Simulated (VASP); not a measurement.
# How smearing and number of MPI ranks change a VASP run on Bi4Te3 (Pilsenite), part 3 of 3

How sensitive are energy, pressure and forces of Bi4Te3 (Pilsenite) to the smearing and number of MPI ranks? The series runs use r2SCAN. The start is a cell from a database of measured crystal structures.

VASP 6.6.1; r2SCAN; plane waves and PAW (Bi_d, Te).

Still holding for the runs below: Spin-orbit coupling is off here; with elements this heavy it splits and shifts levels by tenths of an eV or more.

So far. Step 11 (Smearing: ISMEAR = 2, SIGMA = 0.5): Against the run before the energy at zero width moves by +0.22 meV an atom while the pressure stays within 0.01 GPa, after 16 cycles in 55 s. The entropy term T·S comes to 7.03 meV an atom in size.

### Step 12. Smearing: ISMEAR = -5

File INCAR:

```
SYSTEM = Bi4Te3
PREC = Accurate
ENCUT = 400
EDIFF = 1E-06
NELM = 100
ISMEAR = -5
SIGMA = 0.05
LREAL = .FALSE.
ALGO = Normal
METAGGA = R2SCAN
LASPH = .TRUE.
NBANDS = 48
LORBIT = 11
LWAVE = .FALSE.
LCHARG = .FALSE.
KPAR = 8
ISIF = 2
```

File POSCAR:

```
Bi4Te3
1.0
   -4.4510000000      0.0000000000      0.0000000000
    2.2255000000     -3.8546790723      0.0000000000
    2.2255000000      1.2848930241     13.9626666667
Bi Te
4 3
Direct
    0.4343333334      0.7171666667      0.1515000001
    0.5656666666      0.2828333333      0.8484999999
    0.2920000000      0.1460000000      0.4380000000
    0.7080000000      0.8540000000      0.5620000000
    0.0000000000      0.0000000000      0.0000000000
    0.8520666666      0.4260333333      0.2780999999
    0.1479333334      0.5739666667      0.7219000001
```

File KPOINTS:

```
Automatic mesh
0
Gamma
5 5 5
0 0 0
```

Potentials, in the order of the species: Bi_d and Te (PBE family, release 64).

The run is started by

```bash
mpirun -np 8 vasp_std
```

What it wrote:

```text
[... set-up lines as in an earlier step ...]
 entering main loop
       N       E                     dE             d eps       ncg     rms          rms(c)
DAV:   1     0.488513876391E+03    0.48851E+03   -0.33209E+04  1824   0.145E+03
DAV:   2    -0.231811299937E+03   -0.72033E+03   -0.70240E+03  1840   0.425E+02
DAV:   3    -0.323490993562E+03   -0.91680E+02   -0.88588E+02  2264   0.173E+02
[... 11 cycles as in an earlier step ...]
DAV:  15    -0.311376116916E+03    0.82193E-06   -0.73435E-07  1128   0.622E-03
   1 F= -.31137612E+03 E0= -.31137612E+03  d E =0.000000E+00
```

Run time: 52 s. Hardware: 8 MPI ranks of Intel Xeon 6975P-C (Granite Rapids), shared host; peak memory 3.2 GiB.

Parts of OUTCAR (step 12):

```text
  Total        0.6618804      0.6618804     -0.4528467      0.0000000     -0.0000000      0.0000000
  in kB        4.4266576      4.4266576     -3.0286397      0.0000000     -0.0000000      0.0000000
  external PRESSURE =       1.9415585 kB  Pullay stress =       0.0000000 kB

 POSITION                                       TOTAL-FORCE (eV/Angst)
 -----------------------------------------------------------------------------------
      0.00000     -2.56979      2.11534         0.000000      0.000000     -0.128514
     -0.00000      0.00000     11.84732        -0.000000     -0.000000      0.128514
      0.00000      0.00000      6.11565        -0.000000      0.000000      0.641009
     -0.00000     -2.56979      7.84702         0.000000      0.000000     -0.641009
      0.00000      0.00000      0.00000        -0.000000      0.000000      0.000000
     -2.22550     -1.28489      3.88302        -0.000000      0.000000     -0.607388
      2.22550     -1.28489     10.07965         0.000000     -0.000000      0.607388
 -----------------------------------------------------------------------------------
    total drift:                                0.000000     -0.000000      0.000000

[... 4 parts as in an earlier step ...]

[... 1 further part left out ...]
[key lines of the parts left out:]
E-fermi :   6.4273
```

Against the first of the series the energy at zero width stays within 0.01 meV an atom and the pressure within 0.01 GPa, after 15 cycles in 52 s.

### Step 13. The smearing series as a table

This step: convergence of r2SCAN results with the smearing; plane waves and PAW (VASP 6.6.1).

No new run; the numbers come from the runs before.

Differences are taken from the run with ISMEAR = 0, SIGMA = 0.01. Results of the series, by row:

| setting | status | energy less the reference (meV/atom) | pressure (GPa) | largest force difference (meV/Å) | gap (eV) | SCF cycles | wall time (s) |
| --- | --- | --- | --- | --- | --- | --- | --- |
| ISMEAR = 0, SIGMA = 0.01 | converged | 0 | 0.1942 | 0 | 0.3037 | 15 | 51 |
| ISMEAR = 0, SIGMA = 0.05 | converged | 8.57e-6 | 0.1942 | 0.001 | 0.3037 | 15 | 51 |
| ISMEAR = 0, SIGMA = 0.1 | converged | 0.01619 | 0.1936 | 0.374 | 0.3037 | 15 | 51 |
| ISMEAR = 0, SIGMA = 0.2 | converged | 0.2985 | 0.1893 | 3.837 | 0.3038 | 15 | 51 |
| ISMEAR = 0, SIGMA = 0.5 | converged | 5.123 | 0.2038 | 60.32 | 0.3047 | 15 | 51 |
| ISMEAR = 2, SIGMA = 0.01 | converged | 0 | 0.1942 | 0 | 0.3037 | 15 | 51 |
| ISMEAR = 2, SIGMA = 0.05 | converged | 0.004867 | 0.194 | 0.019 | 0.3037 | 15 | 51 |
| ISMEAR = 2, SIGMA = 0.1 | converged | 0.01013 | 0.1918 | 0.262 | 0.3037 | 15 | 51 |
| ISMEAR = 2, SIGMA = 0.2 | converged | 0.05722 | 0.1871 | 3.794 | 0.3038 | 15 | 52 |
| ISMEAR = 2, SIGMA = 0.5 | converged | 0.2752 | 0.1918 | 44.88 | 0.3035 | 16 | 55 |
| ISMEAR = -5 | converged | 0 | 0.1942 | 0 | 0.3037 | 15 | 52 |

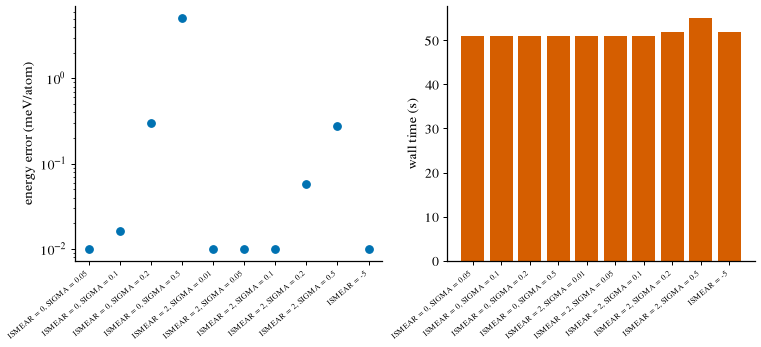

The energy error in size, against the reference run (errors under 0.01 are drawn at 0.01), and the wall time by setting.

### Step 14. Number of MPI ranks: 1 ranks

This step: r2SCAN; plane waves and PAW (Bi_d, Te) (VASP 6.6.1).

The same run on more MPI ranks shows how well it scales.

Changes to INCAR since step 12:

```diff
@@ -5,3 +5,3 @@
 NELM = 100
-ISMEAR = -5
+ISMEAR = -1
 SIGMA = 0.05
@@ -15,3 +15,2 @@
 LCHARG = .FALSE.
-KPAR = 8
 ISIF = 2
```

POSCAR is that of step 12.

KPOINTS is that of step 12.

The run is started by

```bash
mpirun -np 1 vasp_std
```

What it wrote:

```text
[banner, memory and clock lines left out]
running    1 mpi-ranks, on    1 nodes
 distrk:  each k-point on    1 cores,    1 groups
 distr:  one band on    1 cores,    1 groups

 POSCAR found type information on POSCAR BiTe
 POSCAR found :  2 types and       7 ions
 [... a notice as in an earlier step ...]

 LDA part: xc-table for (None), standard interpolation
 POSCAR, INCAR and KPOINTS ok, starting setup
 FFT: planning ... GRIDC
 FFT: planning ... GRID_SOFT
 FFT: planning ... GRID
 WAVECAR not read
 entering main loop
       N       E                     dE             d eps       ncg     rms          rms(c)
DAV:   1     0.488503248092E+03    0.48850E+03   -0.33209E+04  1824   0.145E+03
DAV:   2    -0.231814413576E+03   -0.72032E+03   -0.70216E+03  1840   0.425E+02
DAV:   3    -0.323491365350E+03   -0.91677E+02   -0.88428E+02  2264   0.173E+02
DAV:   4    -0.328109985875E+03   -0.46186E+01   -0.45791E+01  2112   0.411E+01
DAV:   5    -0.328351431802E+03   -0.24145E+00   -0.24138E+00  2568   0.862E+00    0.727E+00
DAV:   6    -0.311319444227E+03    0.17032E+02   -0.45357E+00  2088   0.222E+01    0.610E+00
DAV:   7    -0.311347209051E+03   -0.27765E-01   -0.40082E-01  2080   0.337E+00    0.274E+00
DAV:   8    -0.311375439893E+03   -0.28231E-01   -0.12458E-01  2016   0.192E+00    0.622E-01
DAV:   9    -0.311375787567E+03   -0.34767E-03   -0.83393E-03  2456   0.494E-01    0.422E-01
DAV:  10    -0.311376377065E+03   -0.58950E-03   -0.35872E-03  2008   0.346E-01    0.111E-01
DAV:  11    -0.311376424891E+03   -0.47827E-04   -0.27060E-04  2216   0.950E-02    0.644E-02
DAV:  12    -0.311376481692E+03   -0.56801E-04   -0.10871E-04  1976   0.556E-02    0.278E-02
DAV:  13    -0.311376485188E+03   -0.34963E-05   -0.16279E-05  2384   0.282E-02    0.725E-03
DAV:  14    -0.311376486628E+03   -0.14396E-05   -0.46529E-06  1760   0.121E-02    0.318E-03
DAV:  15    -0.311376485737E+03    0.89151E-06   -0.73549E-07  1112   0.646E-03
   1 F= -.31137649E+03 E0= -.31137561E+03  d E =-.174393E-02
```

Wall time 4.5 min (1 MPI rank); peak memory 0.36 GiB.

From OUTCAR (step 14):

```text
   NELECT =      78.0000    total number of electrons

 E-fermi :   6.4827

 k-point     1 :       0.0000    0.0000    0.0000
  band No.  band energies     occupation
    ...
     35       4.8579      2.00000
     36       4.8579      2.00000
     37       5.6917      2.00000
     38       5.6917      2.00000
     39       6.1489      1.99748
     40       7.0261      0.00004
     41       7.0262      0.00004
     42       7.3101      0.00000
     43       7.3864      0.00000
     44       7.3864      0.00000
    ...

  Total        0.6565873      0.6565873     -0.4487933      0.0000000      0.0000000      0.0000000
  in kB        4.3912569      4.3912569     -3.0015302      0.0000000      0.0000000      0.0000000
  external PRESSURE =       1.9269945 kB  Pullay stress =       0.0000000 kB

 POSITION                                       TOTAL-FORCE (eV/Angst)
 -----------------------------------------------------------------------------------
      0.00000     -2.56979      2.11534         0.000000      0.000000     -0.129280
     -0.00000      0.00000     11.84732        -0.000000     -0.000000      0.129280
      0.00000      0.00000      6.11565         0.000000      0.000000      0.640779
     -0.00000     -2.56979      7.84702        -0.000000      0.000000     -0.640779
      0.00000      0.00000      0.00000        -0.000000      0.000000      0.000000
     -2.22550     -1.28489      3.88302         0.000000      0.000000     -0.606186
      2.22550     -1.28489     10.07965        -0.000000     -0.000000      0.606186
 -----------------------------------------------------------------------------------
    total drift:                                0.000000     -0.000000      0.000000

  FREE ENERGIE OF THE ION-ELECTRON SYSTEM (eV)
  ---------------------------------------------------
  free  energy   TOTEN  =      -311.3764857366 eV

  energy  without entropy=     -311.3747418108  energy(sigma->0) =     -311.37561377

[... 8 parts as in an earlier step ...]

[... 9 further parts left out ...]
```

This step gave:

* free energy (TOTEN): -311.3765 eV
* energy at zero smearing: -311.3756 eV
* Fermi energy: 6.483 eV
* pressure: 0.1927 GPa

The series starts at -44.4822 eV an atom and 0.19 GPa, after 15 cycles in 4.5 min.

### Step 15. Number of MPI ranks: 2 ranks

Changes to INCAR since step 14:

```diff
@@ -15,2 +15,3 @@
 LCHARG = .FALSE.
+KPAR = 2
 ISIF = 2
```

POSCAR is that of step 14.

KPOINTS is that of step 14.

The run is started by

```bash
mpirun -np 2 vasp_std
```

What it wrote:

```text
[banner, memory and clock lines left out]
running    2 mpi-ranks, on    1 nodes
[...]
[... a notice as in an earlier step ...]

 LDA part: xc-table for (None), standard interpolation
 POSCAR, INCAR and KPOINTS ok, starting setup
[...]
entering main loop
       N       E                     dE             d eps       ncg     rms          rms(c)
[... 12 cycles as in an earlier step ...]
DAV:  13    -0.311376485189E+03   -0.34965E-05   -0.16279E-05  2384   0.282E-02    0.725E-03
DAV:  14    -0.311376486628E+03   -0.14395E-05   -0.46529E-06  1760   0.121E-02    0.318E-03
DAV:  15    -0.311376485737E+03    0.89130E-06   -0.73548E-07  1112   0.646E-03
   1 F= -.31137649E+03 E0= -.31137561E+03  d E =-.174393E-02
```

Elapsed: 2.5 min, on 2 MPI ranks; peak memory 0.7 GiB.

OUTCAR, selected parts (step 15):

```text
  Total        0.6565873      0.6565873     -0.4487933      0.0000000      0.0000000      0.0000000
  in kB        4.3912568      4.3912568     -3.0015303      0.0000000      0.0000000      0.0000000
  external PRESSURE =       1.9269945 kB  Pullay stress =       0.0000000 kB

 POSITION                                       TOTAL-FORCE (eV/Angst)
 -----------------------------------------------------------------------------------
      0.00000     -2.56979      2.11534        -0.000000     -0.000000     -0.129280
     -0.00000      0.00000     11.84732         0.000000      0.000000      0.129280
      0.00000      0.00000      6.11565         0.000000      0.000000      0.640779
     -0.00000     -2.56979      7.84702        -0.000000     -0.000000     -0.640779
      0.00000      0.00000      0.00000        -0.000000      0.000000      0.000000
     -2.22550     -1.28489      3.88302         0.000000     -0.000000     -0.606186
      2.22550     -1.28489     10.07965        -0.000000      0.000000      0.606186
 -----------------------------------------------------------------------------------
    total drift:                                0.000000     -0.000000      0.000000

  FREE ENERGIE OF THE ION-ELECTRON SYSTEM (eV)
  ---------------------------------------------------
  free  energy   TOTEN  =      -311.3764857367 eV

[... 3 parts as in an earlier step ...]

[... 1 further part left out ...]
[key lines of the parts left out:]
E-fermi :   6.4827
```

Against the first of the series the energy stays within 0.01 meV an atom and the pressure within 0.01 GPa, after 15 cycles in 2.5 min.

### Step 16. Number of MPI ranks: 4 ranks

Changes to INCAR since step 15:

```diff
@@ -15,3 +15,3 @@
 LCHARG = .FALSE.
-KPAR = 2
+KPAR = 4
 ISIF = 2
```

POSCAR is that of step 15.

KPOINTS is that of step 15.

The run is started by

```bash
mpirun -np 4 vasp_std
```

What it wrote:

```text
[banner, memory and clock lines left out]
running    4 mpi-ranks, on    1 nodes
[...]
[... a notice as in an earlier step ...]

 LDA part: xc-table for (None), standard interpolation
 POSCAR, INCAR and KPOINTS ok, starting setup
[...]
entering main loop
       N       E                     dE             d eps       ncg     rms          rms(c)
[... 11 cycles as in an earlier step ...]
DAV:  12    -0.311376481692E+03   -0.56800E-04   -0.10871E-04  1976   0.556E-02    0.278E-02
DAV:  13    -0.311376485188E+03   -0.34966E-05   -0.16279E-05  2384   0.282E-02    0.725E-03
[... 1 cycle as in an earlier step ...]
DAV:  15    -0.311376485737E+03    0.89134E-06   -0.73548E-07  1112   0.646E-03
   1 F= -.31137649E+03 E0= -.31137561E+03  d E =-.174393E-02
```

Wall time 78 s (4 MPI ranks); peak memory 1.5 GiB.

From OUTCAR (step 16):

```text
  Total        0.6565873      0.6565873     -0.4487933      0.0000000     -0.0000000      0.0000000
  in kB        4.3912570      4.3912570     -3.0015302      0.0000000     -0.0000000      0.0000000
  external PRESSURE =       1.9269946 kB  Pullay stress =       0.0000000 kB

 POSITION                                       TOTAL-FORCE (eV/Angst)
 -----------------------------------------------------------------------------------
      0.00000     -2.56979      2.11534        -0.000000      0.000000     -0.129280
     -0.00000      0.00000     11.84732         0.000000     -0.000000      0.129280
      0.00000      0.00000      6.11565         0.000000      0.000000      0.640779
     -0.00000     -2.56979      7.84702        -0.000000     -0.000000     -0.640779
      0.00000      0.00000      0.00000        -0.000000      0.000000      0.000000
     -2.22550     -1.28489      3.88302        -0.000000     -0.000000     -0.606186
      2.22550     -1.28489     10.07965         0.000000      0.000000      0.606186
 -----------------------------------------------------------------------------------
    total drift:                                0.000000     -0.000000      0.000000

[... 4 parts as in an earlier step ...]

[... 1 further part left out ...]
[key lines of the parts left out:]
E-fermi :   6.4827
```

Against the first of the series the energy stays within 0.01 meV an atom and the pressure within 0.01 GPa, after 15 cycles in 78 s.

### Step 17. Number of MPI ranks: 8 ranks

Changes to INCAR since step 16:

```diff
@@ -15,3 +15,3 @@
 LCHARG = .FALSE.
-KPAR = 4
+KPAR = 8
 ISIF = 2
```

POSCAR is that of step 16.

KPOINTS is that of step 16.

The run is started by

```bash
mpirun -np 8 vasp_std
```

What it wrote:

```text
[... set-up lines as in an earlier step ...]
 entering main loop
       N       E                     dE             d eps       ncg     rms          rms(c)
[... 14 cycles as in an earlier step ...]
DAV:  15    -0.311376485737E+03    0.89120E-06   -0.73548E-07  1112   0.646E-03
   1 F= -.31137649E+03 E0= -.31137561E+03  d E =-.174393E-02
```

Wall time 60 s (8 MPI ranks); peak memory 3.1 GiB; 6.8 min of CPU time.

Parts of OUTCAR (step 17):

```text
  Total        0.6565873      0.6565873     -0.4487933      0.0000000      0.0000000     -0.0000000
  in kB        4.3912569      4.3912569     -3.0015302      0.0000000      0.0000000     -0.0000000
  external PRESSURE =       1.9269946 kB  Pullay stress =       0.0000000 kB

 POSITION                                       TOTAL-FORCE (eV/Angst)
 -----------------------------------------------------------------------------------
      0.00000     -2.56979      2.11534         0.000000     -0.000000     -0.129280
     -0.00000      0.00000     11.84732        -0.000000      0.000000      0.129280
      0.00000      0.00000      6.11565        -0.000000      0.000000      0.640779
     -0.00000     -2.56979      7.84702         0.000000     -0.000000     -0.640779
      0.00000      0.00000      0.00000        -0.000000      0.000000     -0.000000
     -2.22550     -1.28489      3.88302         0.000000      0.000000     -0.606186
      2.22550     -1.28489     10.07965        -0.000000      0.000000      0.606186
 -----------------------------------------------------------------------------------
    total drift:                                0.000000     -0.000000      0.000000

  FREE ENERGIE OF THE ION-ELECTRON SYSTEM (eV)
  ---------------------------------------------------
  free  energy   TOTEN  =      -311.3764857369 eV

  energy  without entropy=     -311.3747418110  energy(sigma->0) =     -311.37561377

[... 2 parts as in an earlier step ...]

[... 1 further part left out ...]
[key lines of the parts left out:]
E-fermi :   6.4827
```

Against the first of the series the energy stays within 0.01 meV an atom and the pressure within 0.01 GPa, after 15 cycles in 60 s.

### Step 18. The number of MPI ranks series as a table

This step: convergence of r2SCAN results with the layout; plane waves and PAW (VASP 6.6.1).

Derived from the runs above.

Differences are taken from the run with 1 ranks. Results of the series, by row:

| setting | status | energy less the reference (meV/atom) | pressure (GPa) | largest force difference (meV/Å) | gap (eV) | SCF cycles | wall time (s) |
| --- | --- | --- | --- | --- | --- | --- | --- |
| 1 ranks | converged | 0 | 0.1927 | 0 | 0.3037 | 15 | 269 |
| 2 ranks | converged | 0 | 0.1927 | 0 | 0.3037 | 15 | 147 |
| 4 ranks | converged | 0 | 0.1927 | 0 | 0.3037 | 15 | 78 |
| 8 ranks | converged | 0 | 0.1927 | 0 | 0.3037 | 15 | 60 |

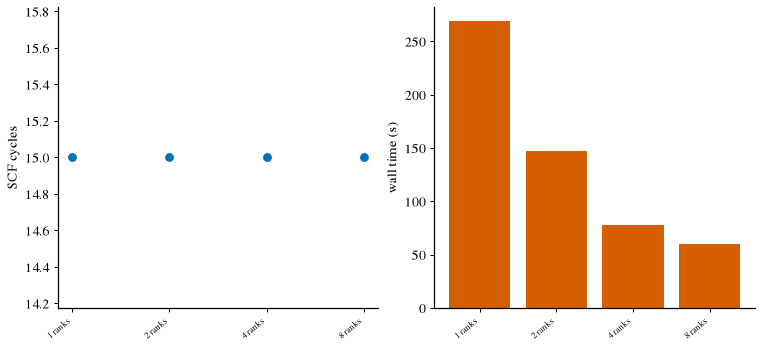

The SCF cycles and the wall time by setting.

### Step 19. Results

```json
{
 "spread of the pressure over the smearing": "0.0167 GPa",
 "spread of the energy over the smearing": "5.12 meV/atom",
 "wall time from fewest to most ranks": "4.5 min to 60 s"
}
```

**Reading.** The usual rule keeps the entropy term T·S under 1 meV an atom, which holds up to a width of 0.1 eV for Gaussian and 0.2 eV for second-order Methfessel-Paxton. Farthest in energy from the narrowest smearing lies ISMEAR = 0, SIGMA = 0.5 (+5.1 meV an atom, +0.01 GPa, 60.3 meV/Å in forces). Methfessel-Paxton smearing is made for metals and can give negative occupations at band edges. On 8 ranks the run uses the cores at 56 % of the efficiency of 1. Going from 1 ranks to 8 ranks shortens the run by a factor of 4.5; on a shared host such times are rough.

[Lines on the potential files, build, host, timing and source positions are cut from VASP's logs without a mark.]

[Logs are printed without paths, hosts, clocks, repeated set-up lines and the standing remarks that a program may print on its own settings, such as how far it seeks lower states.]

[Hosts, paths, dates, database ids (printed as entryN), source tags and the programs' standing remarks are cut or masked in the printed files.]

[A measured line is paired with the nearest computed mode of its activity, which favours agreement.]
